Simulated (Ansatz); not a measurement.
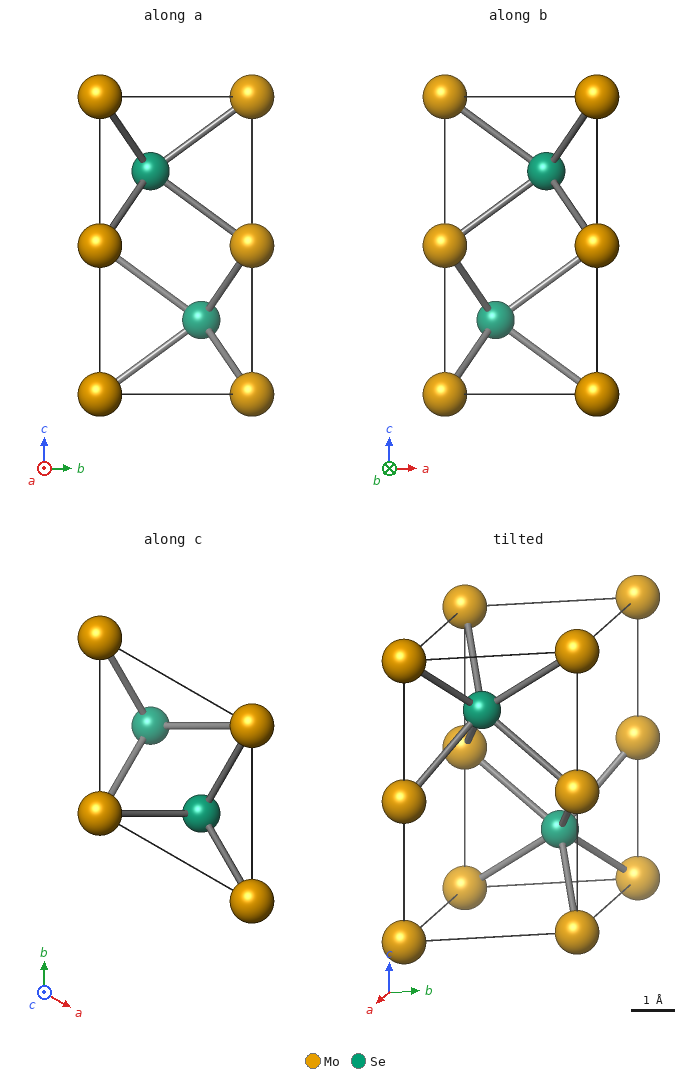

The image is a ball-and-stick drawing of a crystal, viewed along the a axis, along the b axis, along the c axis and slightly off an axis. The conventional unit cell is drawn as a box.

Lattice parameters: a = 4.151 Å, b = 4.151 Å, c = 7.036 Å, α = 90.00°, β = 90.00°, γ = 120.00°. Put a along x and b in the xy plane.

Set out the cell and atoms as a POSCAR file.

Answer.
```
Mo Se
1.0
     4.151    0.000    0.000
    -2.075    3.595    0.000
     0.000    0.000    7.036
Mo Se
2 2
Direct
  0.0000 0.0000 0.0000
  0.0000 0.0000 0.5000
  0.3333 0.6667 0.2500
  0.6667 0.3333 0.7500
```

The model was built from a structure type filled with these elements by a generator (whether the compound takes this form wasn't checked). Earlier steps of the study, as a rule a relaxation of our own, may have changed the cell and positions, so they can lie some per cent off the listed ones. Ansatz was used for an electronic-structure calculation on it.

At this level of theory the run's own cell isn't at rest (stretched, at -5 GPa), so its distances can differ from those at equilibrium, the more so the softer the solid.
